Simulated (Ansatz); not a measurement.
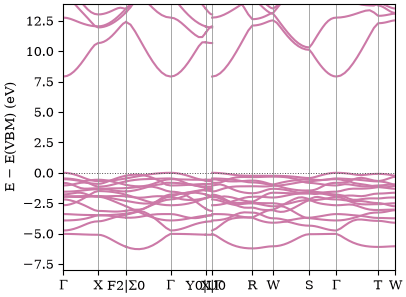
*Band structure from plane-wave PAW r²SCAN (Ansatz code)*

**Question.** Read off the gap and where the band edges lie.

**Answer.** About 7.9 eV (7.92 eV by a search for the band edges); maximum at Γ, minimum at Γ.

The material is MgAlF₅ in space group Immm (No. 71; Pearson symbol oI14).

The workflow started from an entry of the Crystallography Open Database (COD). Whether it is the stable phase at ambient conditions was not checked. The r²SCAN relaxation kept the symmetry of its start; its stability against distortions is not shown here.

Potentials: the later of the program's two PAW sets.
